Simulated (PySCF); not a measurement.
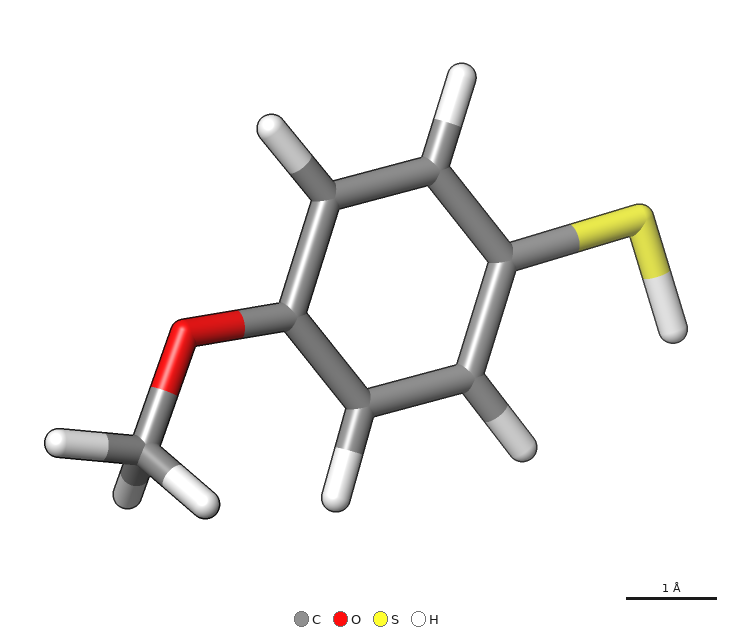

The picture shows a molecular structure as a stick model. Every bond is drawn as one stick, whatever its order.

Computed geometry: GFN2-xTB optimisation. No frequency run is at hand to confirm it as a minimum.

Count the atoms of each element.

C7H8OS, 17 atoms: 7 carbon, 8 hydrogen, 1 oxygen and 1 sulfur.

Write the SMILES.

COc1ccc(S)cc1

How many bonds of each kind are drawn?

7 C–H, 6 C–C, 2 C–O, 1 C–S, 1 S–H.

Describe its rings.

Independent rings (smallest set): 1 of 6 members, 1 of them aromatic.

Name functional groups in it.

Among them: ether, thiol.

The parts below concern this one geometry. Atoms keep their numbers from picture to picture.

### Shape

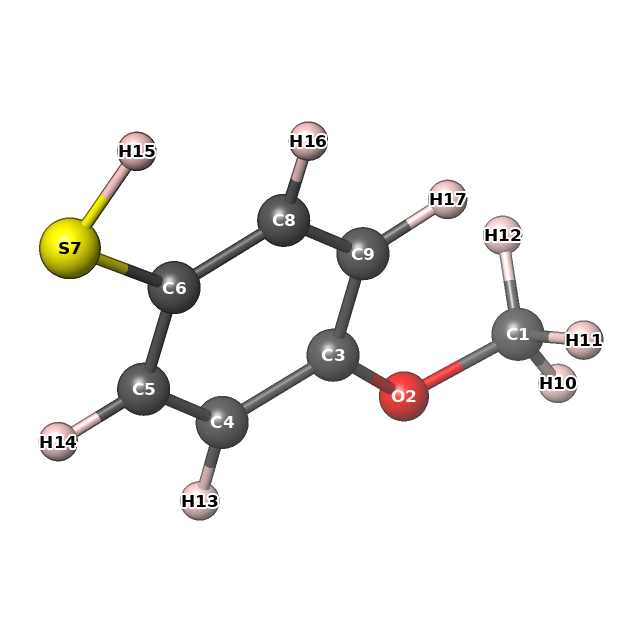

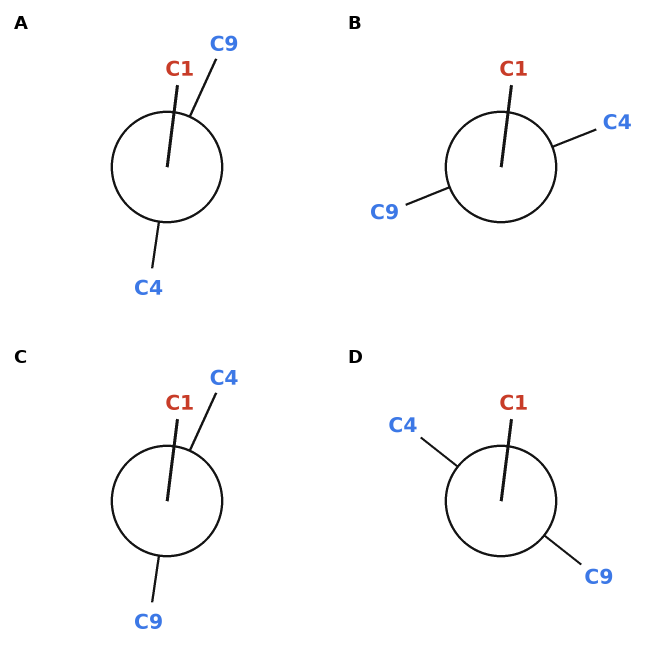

Distant atoms are faded towards the background colour. Bonds that would overlap in a projection are set slightly apart. No frequency run is at hand to confirm it as a minimum.

Which Newman projection shows the view along O2–C3, with O2 in front?

A. The torsion angle C1–O2–C3–C4 is −179°, antiperiplanar (anti).

### NMR shielding

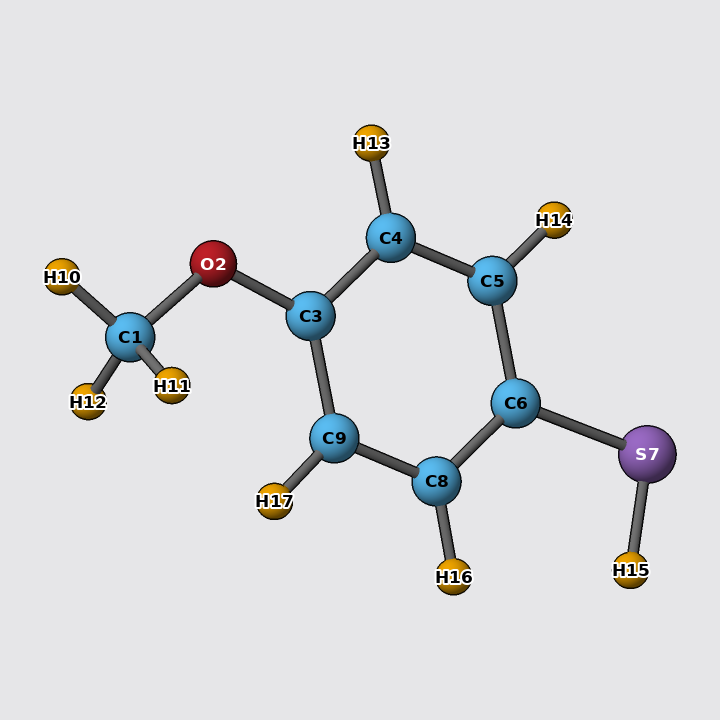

The questions are on isotropic NMR shieldings of the H atoms. No frequency run is at hand to confirm it as a minimum. Method: GIAO PBE0/pcSseg-1 NMR shielding, non-relativistic, gas phase (PySCF 2.14.0).

Which H atom is the most shielded (lowest chemical shift)?

H15 (28.25 ppm).

Which H atom is the least shielded (highest chemical shift)?

H14 (24.44 ppm).

How wide is the range of H shifts?

3.81 ppm.

List the isotropic NMR shieldings of the H atoms.

```
atom  σ (ppm)
 H10    27.48
 H11    28.10
 H12    28.06
 H13    24.55
 H14    24.44
 H15    28.25
 H16    24.56
 H17    25.15
```

### Excitation

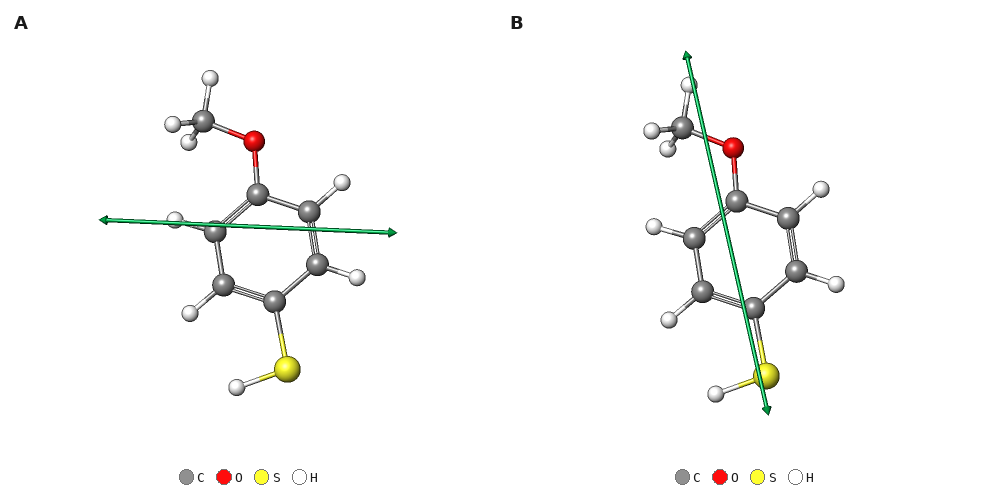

The double arrows show the directions of two transition dipoles from the ground state (lengths mean nothing). No frequency run is at hand to confirm it as a minimum. Method: TDDFT PBE0/def2-SVPD, vertical, gas phase, core orbitals frozen in the response (PySCF 2.14.0).

One belongs to singlet state 1 and one to singlet state 3. Which is which?

A: state 1, 4.52 eV (274 nm), oscillator strength 0.029, mainly HOMO → LUMO (weight 0.93).
B: state 3, 5.26 eV (236 nm), oscillator strength 0.32, mainly HOMO → LUMO+1 (weight 0.92).

### Polarisability

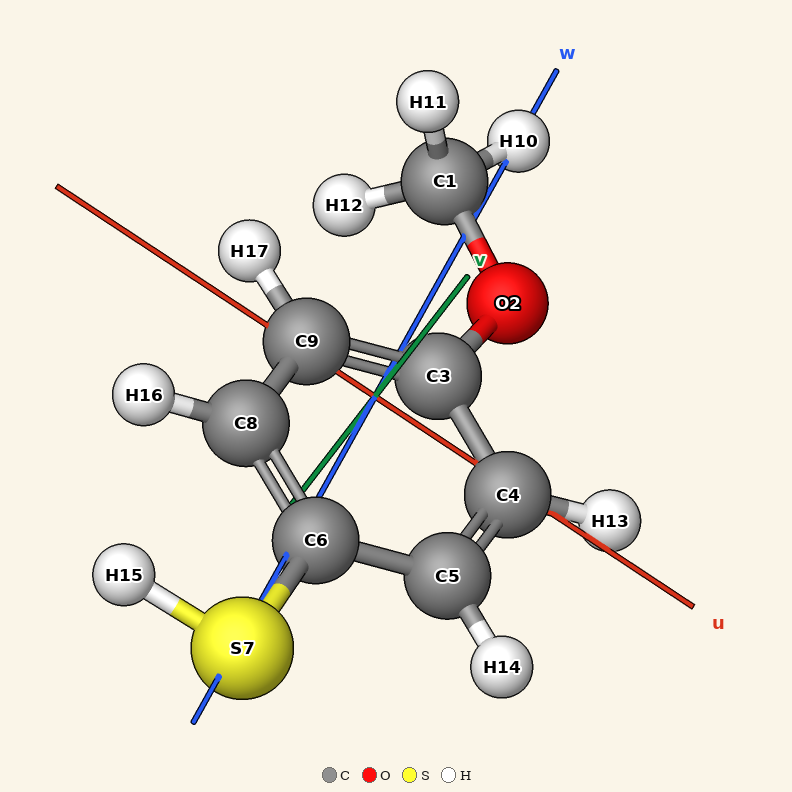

The lines u, v and w are the principal axes of the static dipole polarisability. No frequency run is at hand to confirm it as a minimum. Computed with PBE0/def2-SVPD (PySCF 2.14.0).

Along which axis is the molecule most polarisable, and along which least?

Most along w (nearly parallel to the C6–S7 bond), least along v.

Give the three principal values.

u 102.9, v 67.9, w 157.5 bohr³; mean 109.5, anisotropy 78.2 bohr³.
